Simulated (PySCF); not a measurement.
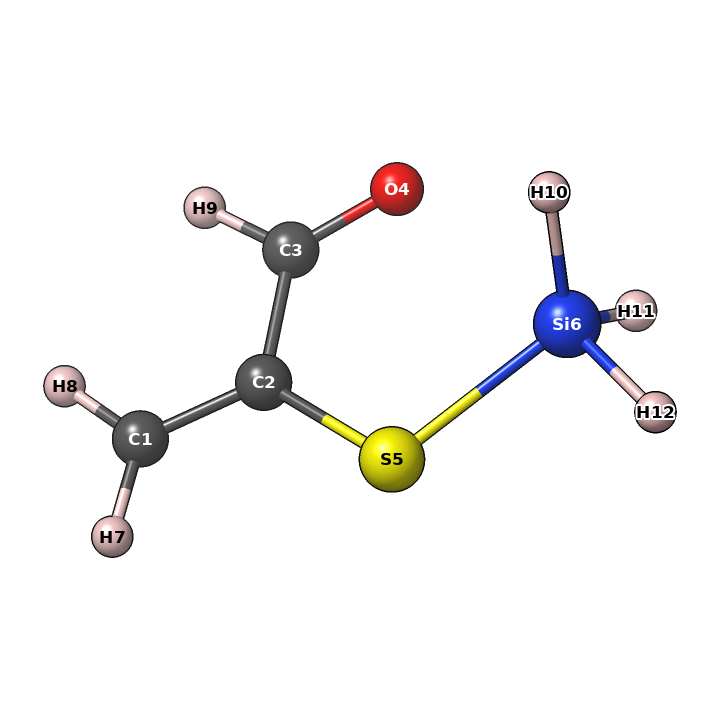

The geometry was computed by an optimisation with PBE0-D3(BJ)/def2-SVP. No frequency run is at hand to confirm it as a minimum. Level of theory: B3LYP/def2-TZVP indirect spin-spin coupling, non-relativistic, gas phase (PySCF 2.14.0). Isotopes: 13C, 1H, 17O, 33S, 29Si.

Give the spin–spin coupling constants of these pairs, with the number of bonds between them: S5/Si6, Si6/H11, Si6/H10, Si6/H12, C2/Si6, C1/Si6, C3/Si6.

```
    pair  bonds apart  J (Hz)
 S5, Si6            1    19.7
Si6, H11            1  −216.3
Si6, H10            1  −216.4
Si6, H12            1  −150.5
 C2, Si6            2     1.2
 C1, Si6            3    −4.0
 C3, Si6            3    −1.0
```
